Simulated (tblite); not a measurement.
Geometry relaxation, with input and output: GeBPH6 (charge +1) (part 2 of 2)

GeBPH6, charge +1, multiplicity 2; GFN2-xTB geometry optimisation, gas phase (tblite 0.8.0). It belongs to a series of runs on one base structure; here: electron removed.

Geometry of the input (Å):
```
B  -1.9917  -0.1840  -0.1312
P  -0.3794  -0.3736  0.7709
Ge 1.4984  0.2912  -0.1650
H  -2.4305  -1.1091  -0.7399
H  -2.2308  0.8720  -0.6285
H  -0.3906  -0.9019  2.0905
H  2.4894  -0.8574  -0.4904
H  2.2349  1.2785  0.8034
H  1.2139  0.9904  -1.5350
```

Trajectory as extended XYZ, continued:
```
9
Properties=species:S:1:pos:R:3:forces:R:3 step=36 energy=-224.44652
B    -2.0249   -0.2080   -0.2447    0.0440   0.1410   0.0380
P    -0.3866   -0.3349    0.5792   -0.0990   0.0270  -0.0790
Ge    1.6866    0.4194   -0.1770    0.0040   0.0350  -0.0280
H    -2.8379   -1.0212   -0.0627    0.0100  -0.0140   0.0000
H    -2.2295    0.7087   -0.9452    0.0160  -0.1220   0.0400
H    -0.2791   -1.1311    1.7139   -0.0310  -0.0110   0.0030
H     2.4424   -0.8595   -0.3322    0.0740   0.0140  -0.0060
H     2.2253    1.2999    0.9070   -0.0110  -0.0420  -0.0150
H     1.4172    1.1328   -1.4633   -0.0070  -0.0280   0.0470
9
Properties=species:S:1:pos:R:3:forces:R:3 step=37 energy=-224.44850
B    -2.0348   -0.2068   -0.2384   -0.0040   0.0530   0.0120
P    -0.3841   -0.3541    0.5487   -0.0460   0.0340  -0.0120
Ge    1.6914    0.4207   -0.1775    0.0170  -0.0140  -0.0330
H    -2.8561   -1.0079   -0.0343    0.0210   0.0060   0.0060
H    -2.2372    0.6948   -0.9545    0.0050  -0.0590   0.0190
H    -0.2717   -1.1192    1.7048   -0.0410  -0.0090  -0.0070
H     2.4544   -0.8549   -0.3322    0.0720   0.0290  -0.0020
H     2.2114    1.2937    0.9198   -0.0080  -0.0310   0.0030
H     1.4402    1.1399   -1.4614   -0.0160  -0.0100   0.0150
9
Properties=species:S:1:pos:R:3:forces:R:3 step=39 energy=-224.44923
B    -2.0444   -0.2045   -0.2305   -0.0660  -0.0610  -0.0030
P    -0.3853   -0.3634    0.5288    0.0270   0.0300   0.0360
Ge    1.6950    0.4218   -0.1791    0.0120  -0.0330  -0.0150
H    -2.8728   -0.9975   -0.0097    0.0610   0.0510   0.0090
H    -2.2402    0.6794   -0.9647   -0.0240   0.0190  -0.0180
H    -0.2681   -1.1155    1.6931   -0.0420  -0.0070  -0.0050
H     2.4658   -0.8484   -0.3311    0.0710   0.0160  -0.0030
H     2.2033    1.2880    0.9284   -0.0120  -0.0220   0.0120
H     1.4603    1.1462   -1.4605   -0.0280   0.0070  -0.0130
9
Properties=species:S:1:pos:R:3:forces:R:3 step=40 energy=-224.44963
B    -2.0434   -0.2035   -0.2305   -0.0300  -0.0360  -0.0100
P    -0.3860   -0.3609    0.5327    0.0310   0.0290   0.0340
Ge    1.6943    0.4207   -0.1793    0.0110  -0.0260  -0.0080
H    -2.8677   -0.9989   -0.0143    0.0220   0.0190   0.0180
H    -2.2399    0.6809   -0.9633   -0.0250   0.0250  -0.0220
H    -0.2704   -1.1165    1.6947   -0.0400  -0.0070  -0.0030
H     2.4662   -0.8485   -0.3315    0.0690   0.0110  -0.0050
H     2.2048    1.2880    0.9266   -0.0130  -0.0220   0.0100
H     1.4556    1.1446   -1.4602   -0.0260   0.0070  -0.0140
9
Properties=species:S:1:pos:R:3:forces:R:3 step=41 energy=-224.45075
B    -2.0426   -0.2007   -0.2309    0.0390   0.0070  -0.0140
P    -0.3872   -0.3548    0.5381    0.0340   0.0170   0.0330
Ge    1.6944    0.4175   -0.1807    0.0090   0.0050   0.0110
H    -2.8590   -0.9991   -0.0154   -0.0490  -0.0380   0.0300
H    -2.2416    0.6815   -0.9649   -0.0250   0.0350  -0.0280
H    -0.2769   -1.1204    1.6946   -0.0340   0.0000  -0.0070
H     2.4728   -0.8468   -0.3314    0.0630  -0.0050  -0.0120
H     2.2065    1.2859    0.9246   -0.0170  -0.0230   0.0010
H     1.4472    1.1429   -1.4594   -0.0190   0.0020  -0.0140
9
Properties=species:S:1:pos:R:3:forces:R:3 step=43 energy=-224.45311
B    -2.0504   -0.1970   -0.2323    0.0740   0.0100   0.0080
P    -0.3849   -0.3548    0.5216    0.0030  -0.0260   0.0350
Ge    1.7035    0.4101   -0.1860    0.0170   0.0440   0.0370
H    -2.8660   -0.9831    0.0258   -0.0660  -0.0400   0.0150
H    -2.2579    0.6682   -0.9836   -0.0140   0.0300  -0.0230
H    -0.2888   -1.1219    1.6800   -0.0190   0.0220  -0.0250
H     2.5121   -0.8360   -0.3302    0.0240  -0.0150  -0.0280
H     2.1936    1.2710    0.9369   -0.0200  -0.0120  -0.0170
H     1.4524    1.1496   -1.4572    0.0000  -0.0130  -0.0030
9
Properties=species:S:1:pos:R:3:forces:R:3 step=44 energy=-224.45364
B    -2.0560   -0.1985   -0.2326    0.0290  -0.0220   0.0260
P    -0.3820   -0.3641    0.5035   -0.0140  -0.0310   0.0280
Ge    1.7098    0.4084   -0.1883    0.0220   0.0290   0.0320
H    -2.8793   -0.9717    0.0513   -0.0120   0.0020  -0.0030
H    -2.2677    0.6595   -0.9915   -0.0040   0.0210  -0.0170
H    -0.2897   -1.1148    1.6728   -0.0150   0.0200  -0.0230
H     2.5320   -0.8305   -0.3311    0.0040  -0.0020  -0.0280
H     2.1810    1.2626    0.9476   -0.0150  -0.0020  -0.0160
H     1.4653    1.1551   -1.4569    0.0030  -0.0160   0.0020
9
Properties=species:S:1:pos:R:3:forces:R:3 step=46 energy=-224.45396
B    -2.0563   -0.2019   -0.2319    0.0090   0.0050   0.0060
P    -0.3799   -0.3736    0.4951   -0.0060  -0.0080   0.0010
Ge    1.7135    0.4083   -0.1887    0.0030  -0.0130   0.0040
H    -2.8852   -0.9688    0.0521   -0.0040  -0.0110   0.0070
H    -2.2713    0.6598   -0.9871    0.0120   0.0080  -0.0070
H    -0.2894   -1.1028    1.6761   -0.0150   0.0000   0.0010
H     2.5388   -0.8293   -0.3357   -0.0010   0.0150  -0.0190
H     2.1718    1.2591    0.9524    0.0010   0.0140   0.0050
H     1.4715    1.1551   -1.4576    0.0010  -0.0110   0.0030
9
Properties=species:S:1:pos:R:3:forces:R:3 step=47 energy=-224.45401
B    -2.0558   -0.2017   -0.2312    0.0040   0.0170  -0.0110
P    -0.3799   -0.3740    0.4957    0.0000   0.0000  -0.0090
Ge    1.7140    0.4080   -0.1885   -0.0040  -0.0150   0.0000
H    -2.8843   -0.9696    0.0506   -0.0080  -0.0120   0.0090
H    -2.2711    0.6607   -0.9866    0.0150  -0.0020   0.0040
H    -0.2904   -1.1017    1.6768   -0.0130  -0.0080   0.0130
H     2.5393   -0.8291   -0.3367    0.0010   0.0120  -0.0180
H     2.1713    1.2591    0.9522    0.0040   0.0170   0.0090
H     1.4705    1.1542   -1.4574    0.0010  -0.0090   0.0020
9
Properties=species:S:1:pos:R:3:forces:R:3 step=48 energy=-224.45409
B    -2.0549   -0.2013   -0.2308    0.0000   0.0160  -0.0160
P    -0.3797   -0.3755    0.4960    0.0070   0.0050  -0.0150
Ge    1.7150    0.4068   -0.1886   -0.0140  -0.0100   0.0010
H    -2.8830   -0.9711    0.0472   -0.0090  -0.0130   0.0120
H    -2.2711    0.6627   -0.9841    0.0170  -0.0020   0.0050
H    -0.2929   -1.0985    1.6797   -0.0120  -0.0120   0.0180
H     2.5419   -0.8284   -0.3397    0.0030   0.0080  -0.0140
H     2.1695    1.2588    0.9527    0.0060   0.0140   0.0060
H     1.4688    1.1524   -1.4576    0.0020  -0.0080   0.0030
9
Properties=species:S:1:pos:R:3:forces:R:3 step=50 energy=-224.45424
B    -2.0523   -0.1992   -0.2307   -0.0090  -0.0090  -0.0100
P    -0.3799   -0.3746    0.5011    0.0050   0.0000  -0.0100
Ge    1.7144    0.4046   -0.1880   -0.0130   0.0120   0.0040
H    -2.8776   -0.9764    0.0385    0.0010   0.0070   0.0060
H    -2.2685    0.6678   -0.9803    0.0140   0.0010   0.0030
H    -0.2990   -1.0971    1.6860   -0.0070  -0.0080   0.0110
H     2.5438   -0.8275   -0.3452    0.0050  -0.0010  -0.0060
H     2.1702    1.2607    0.9511    0.0040   0.0030  -0.0060
H     1.4625    1.1477   -1.4576    0.0010  -0.0050   0.0070
9
Properties=species:S:1:pos:R:3:forces:R:3 step=51 energy=-224.45428
B    -2.0520   -0.1989   -0.2311   -0.0090  -0.0150  -0.0040
P    -0.3800   -0.3741    0.5025   -0.0010  -0.0070   0.0000
Ge    1.7135    0.4046   -0.1875   -0.0030   0.0120   0.0040
H    -2.8770   -0.9773    0.0375    0.0060   0.0150   0.0020
H    -2.2672    0.6687   -0.9802    0.0110   0.0000   0.0020
H    -0.3002   -1.0982    1.6871   -0.0060  -0.0020   0.0020
H     2.5436   -0.8271   -0.3464    0.0020   0.0000  -0.0030
H     2.1712    1.2616    0.9504    0.0030   0.0000  -0.0080
H     1.4618    1.1468   -1.4575   -0.0020  -0.0020   0.0050
9
Properties=species:S:1:pos:R:3:forces:R:3 step=52 energy=-224.45431
B    -2.0517   -0.1992   -0.2317   -0.0100  -0.0170   0.0020
P    -0.3802   -0.3738    0.5032   -0.0030  -0.0120   0.0050
Ge    1.7127    0.4049   -0.1869    0.0050   0.0050   0.0020
H    -2.8770   -0.9771    0.0379    0.0080   0.0180  -0.0010
H    -2.2662    0.6688   -0.9804    0.0080   0.0000  -0.0010
H    -0.3010   -1.0995    1.6873   -0.0050   0.0020  -0.0030
H     2.5432   -0.8267   -0.3470   -0.0010   0.0030   0.0000
H     2.1721    1.2623    0.9497    0.0020   0.0010  -0.0050
H     1.4617    1.1462   -1.4572   -0.0050   0.0010   0.0010
9
Properties=species:S:1:pos:R:3:forces:R:3 step=54 energy=-224.45436
B    -2.0526   -0.2006   -0.2324   -0.0010  -0.0020   0.0040
P    -0.3803   -0.3761    0.5007    0.0020  -0.0130   0.0070
Ge    1.7127    0.4056   -0.1861    0.0090  -0.0090  -0.0030
H    -2.8794   -0.9741    0.0431    0.0000   0.0100  -0.0040
H    -2.2650    0.6671   -0.9822    0.0050  -0.0050  -0.0020
H    -0.3020   -1.1000    1.6859   -0.0030   0.0020  -0.0030
H     2.5446   -0.8251   -0.3481   -0.0030   0.0040   0.0040
H     2.1716    1.2627    0.9503    0.0030   0.0040   0.0030
H     1.4640    1.1465   -1.4564   -0.0100   0.0080  -0.0060
9
Properties=species:S:1:pos:R:3:forces:R:3 step=55 energy=-224.45438
B    -2.0533   -0.2012   -0.2325    0.0060   0.0070   0.0020
P    -0.3801   -0.3782    0.4985    0.0050  -0.0090   0.0030
Ge    1.7135    0.4056   -0.1859    0.0040  -0.0070  -0.0040
H    -2.8809   -0.9721    0.0463   -0.0070   0.0040  -0.0030
H    -2.2649    0.6660   -0.9831    0.0030  -0.0070  -0.0010
H    -0.3025   -1.0994    1.6851   -0.0020  -0.0010   0.0020
H     2.5461   -0.8242   -0.3486   -0.0010   0.0020   0.0040
H     2.1707    1.2626    0.9512    0.0020   0.0030   0.0030
H     1.4651    1.1469   -1.4561   -0.0100   0.0080  -0.0060
9
Properties=species:S:1:pos:R:3:forces:R:3 step=57 energy=-224.45442
B    -2.0534   -0.2015   -0.2326    0.0120   0.0090   0.0030
P    -0.3794   -0.3817    0.4958    0.0080   0.0000  -0.0050
Ge    1.7147    0.4052   -0.1857   -0.0050   0.0070  -0.0050
H    -2.8821   -0.9691    0.0500   -0.0150  -0.0020  -0.0030
H    -2.2641    0.6646   -0.9845    0.0030  -0.0030  -0.0050
H    -0.3043   -1.0987    1.6843    0.0000  -0.0080   0.0130
H     2.5482   -0.8232   -0.3494    0.0040  -0.0040   0.0040
H     2.1698    1.2629    0.9524    0.0000  -0.0030  -0.0020
H     1.4642    1.1475   -1.4555   -0.0070   0.0040   0.0000
9
Properties=species:S:1:pos:R:3:forces:R:3 step=58 energy=-224.45446
B    -2.0529   -0.2013   -0.2327    0.0130   0.0050   0.0050
P    -0.3788   -0.3839    0.4952    0.0070   0.0040  -0.0090
Ge    1.7151    0.4051   -0.1856   -0.0090   0.0160  -0.0060
H    -2.8826   -0.9674    0.0512   -0.0150  -0.0020  -0.0020
H    -2.2626    0.6639   -0.9854    0.0030   0.0010  -0.0070
H    -0.3060   -1.0991    1.6846    0.0020  -0.0100   0.0170
H     2.5491   -0.8227   -0.3498    0.0070  -0.0060   0.0030
H     2.1700    1.2636    0.9525   -0.0030  -0.0070  -0.0060
H     1.4622    1.1478   -1.4552   -0.0040   0.0000   0.0060
9
Properties=species:S:1:pos:R:3:forces:R:3 step=59 energy=-224.45451
B    -2.0516   -0.2011   -0.2326    0.0110  -0.0020   0.0060
P    -0.3779   -0.3867    0.4955    0.0030   0.0070  -0.0090
Ge    1.7153    0.4053   -0.1855   -0.0110   0.0210  -0.0050
H    -2.8833   -0.9652    0.0516   -0.0120   0.0000  -0.0020
H    -2.2597    0.6633   -0.9866    0.0030   0.0050  -0.0090
H    -0.3087   -1.1006    1.6859    0.0050  -0.0100   0.0160
H     2.5498   -0.8220   -0.3505    0.0090  -0.0050   0.0010
H     2.1712    1.2649    0.9519   -0.0060  -0.0110  -0.0100
H     1.4586    1.1481   -1.4549   -0.0020  -0.0050   0.0110
9
Properties=species:S:1:pos:R:3:forces:R:3 step=61 energy=-224.45459
B    -2.0487   -0.2010   -0.2324    0.0000  -0.0060   0.0010
P    -0.3768   -0.3893    0.4996   -0.0050   0.0030   0.0010
Ge    1.7140    0.4067   -0.1857   -0.0060   0.0020  -0.0010
H    -2.8844   -0.9623    0.0490   -0.0010   0.0040   0.0000
H    -2.2533    0.6628   -0.9883    0.0070   0.0060  -0.0060
H    -0.3131   -1.1055    1.6899    0.0120   0.0000   0.0030
H     2.5494   -0.8207   -0.3514    0.0040   0.0020  -0.0010
H     2.1746    1.2671    0.9487   -0.0080  -0.0070  -0.0050
H     1.4518    1.1481   -1.4545   -0.0030  -0.0040   0.0080
9
Properties=species:S:1:pos:R:3:forces:R:3 step=62 energy=-224.45461
B    -2.0483   -0.2011   -0.2324   -0.0030  -0.0010  -0.0020
P    -0.3769   -0.3891    0.5007   -0.0050   0.0000   0.0040
Ge    1.7135    0.4070   -0.1858   -0.0040  -0.0070   0.0010
H    -2.8846   -0.9621    0.0480    0.0010   0.0030   0.0010
H    -2.2523    0.6629   -0.9884    0.0080   0.0030  -0.0040
H    -0.3132   -1.1063    1.6907    0.0120   0.0030  -0.0020
H     2.5492   -0.8203   -0.3514    0.0020   0.0040  -0.0010
H     2.1750    1.2670    0.9480   -0.0070  -0.0030   0.0000
H     1.4512    1.1480   -1.4545   -0.0050  -0.0020   0.0030
9
Properties=species:S:1:pos:R:3:forces:R:3 step=63 energy=-224.45462
B    -2.0482   -0.2013   -0.2324   -0.0030   0.0030  -0.0040
P    -0.3771   -0.3891    0.5013   -0.0030  -0.0020   0.0060
Ge    1.7131    0.4071   -0.1860   -0.0030  -0.0130   0.0020
H    -2.8850   -0.9618    0.0476    0.0010   0.0010   0.0010
H    -2.2518    0.6630   -0.9885    0.0090   0.0010  -0.0020
H    -0.3129   -1.1065    1.6913    0.0120   0.0050  -0.0050
H     2.5494   -0.8199   -0.3516    0.0000   0.0040  -0.0020
H     2.1748    1.2667    0.9476   -0.0060   0.0000   0.0030
H     1.4511    1.1479   -1.4544   -0.0060   0.0010  -0.0010
9
Properties=species:S:1:pos:R:3:forces:R:3 step=65 energy=-224.45470
B    -2.0474   -0.2019   -0.2327   -0.0030   0.0180  -0.0110
P    -0.3773   -0.3921    0.5023    0.0030  -0.0070   0.0100
Ge    1.7113    0.4061   -0.1866   -0.0010  -0.0220   0.0060
H    -2.8876   -0.9582    0.0471   -0.0020  -0.0050   0.0040
H    -2.2469    0.6628   -0.9901    0.0100  -0.0080   0.0030
H    -0.3113   -1.1063    1.6946    0.0080   0.0070  -0.0110
H     2.5526   -0.8171   -0.3532   -0.0030   0.0000  -0.0030
H     2.1722    1.2650    0.9467   -0.0030   0.0090   0.0140
H     1.4479    1.1477   -1.4533   -0.0090   0.0060  -0.0120
9
Properties=species:S:1:pos:R:3:forces:R:3 step=66 energy=-224.45478
B    -2.0461   -0.2021   -0.2331   -0.0020   0.0230  -0.0120
P    -0.3769   -0.3971    0.5026    0.0070  -0.0060   0.0100
Ge    1.7096    0.4045   -0.1869    0.0000  -0.0180   0.0060
H    -2.8905   -0.9533    0.0475   -0.0020  -0.0060   0.0040
H    -2.2402    0.6624   -0.9925    0.0080  -0.0120   0.0050
H    -0.3102   -1.1058    1.6981    0.0040   0.0060  -0.0110
H     2.5564   -0.8142   -0.3554   -0.0040  -0.0040  -0.0040
H     2.1692    1.2640    0.9463   -0.0030   0.0110   0.0170
H     1.4424    1.1475   -1.4518   -0.0080   0.0060  -0.0160
9
Properties=species:S:1:pos:R:3:forces:R:3 step=68 energy=-224.45488
B    -2.0438   -0.2014   -0.2337    0.0010   0.0060  -0.0010
P    -0.3756   -0.4057    0.5023    0.0050   0.0020   0.0030
Ge    1.7076    0.4021   -0.1867    0.0010   0.0040   0.0010
H    -2.8938   -0.9461    0.0488    0.0030   0.0020   0.0010
H    -2.2290    0.6617   -0.9963    0.0020  -0.0060   0.0000
H    -0.3097   -1.1051    1.7025    0.0000  -0.0030   0.0000
H     2.5611   -0.8112   -0.3588   -0.0040  -0.0040  -0.0050
H     2.1653    1.2643    0.9464   -0.0070   0.0010   0.0090
H     1.4315    1.1473   -1.4495   -0.0010  -0.0030  -0.0080
9
Properties=species:S:1:pos:R:3:forces:R:3 step=69 energy=-224.45489
B    -2.0437   -0.2012   -0.2337    0.0020   0.0000   0.0020
P    -0.3754   -0.4060    0.5022    0.0030   0.0040   0.0010
Ge    1.7077    0.4022   -0.1866    0.0010   0.0070  -0.0010
H    -2.8937   -0.9459    0.0491    0.0040   0.0040   0.0000
H    -2.2284    0.6616   -0.9966    0.0000  -0.0030  -0.0020
H    -0.3099   -1.1053    1.7022    0.0000  -0.0040   0.0020
H     2.5608   -0.8115   -0.3590   -0.0040  -0.0020  -0.0050
H     2.1653    1.2648    0.9467   -0.0070  -0.0020   0.0060
H     1.4307    1.1472   -1.4496    0.0010  -0.0050  -0.0040
```

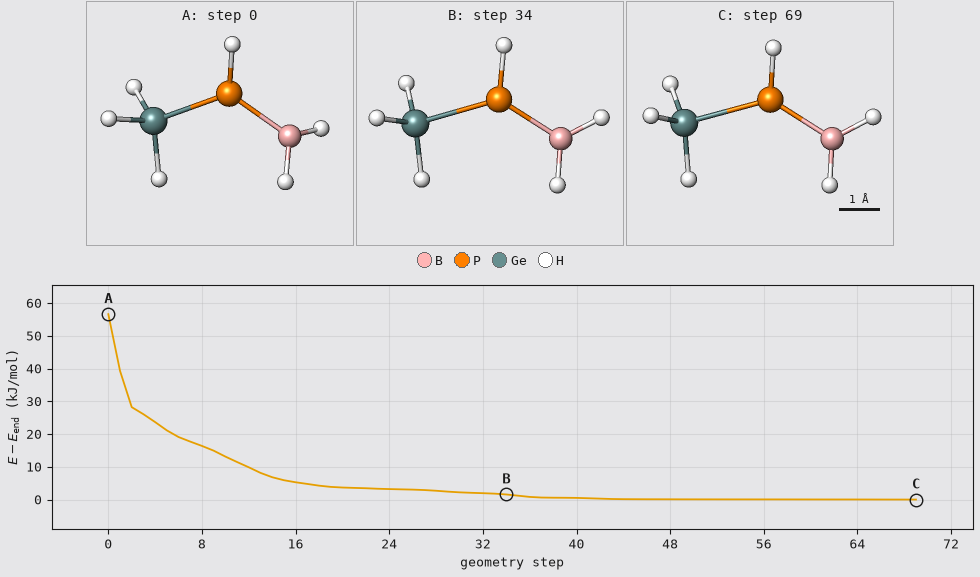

Frames of the relaxation (ball-and-stick view, seen at a tilt) above the curves, on which the letters mark them (steps are counted from 0).

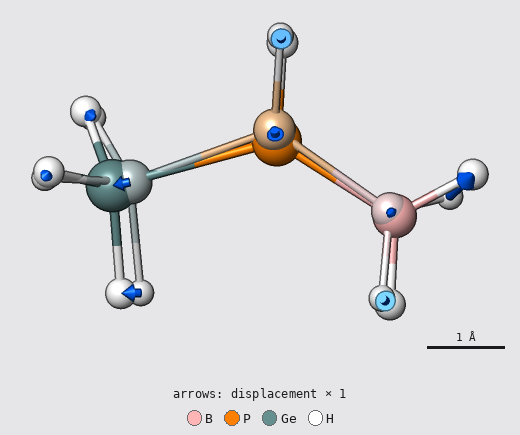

Start (faint) and end (solid) with the displacements as blue arrows, at true length (ball-and-stick view, seen at a tilt). The two geometries are laid on each other by the best rigid fit. H4 moves most after the best rigid fit: 0.94 Å. By element the largest moves are H 0.94 Å, P 0.27 Å, Ge 0.24 Å, B 0.12 Å. Among the contacts that change: P2–Ge3 2.201 → 2.338 Å, Ge3–H9 1.564 → 1.492 Å, Ge3–H8 1.567 → 1.496 Å, Ge3–H7 1.552 → 1.494 Å. Among the angles that change: B1–P2–Ge3 120.2° → 130.8°, H7–Ge3–H9 105.3° → 114.5°, P2–Ge3–H7 114.2° → 105.2°. Over 69 geometry steps the energy falls by 56.6 kJ/mol. The largest force component goes from 2.3 to 0.007 eV/Å. (Atoms are counted from 1 in the order of the input.)
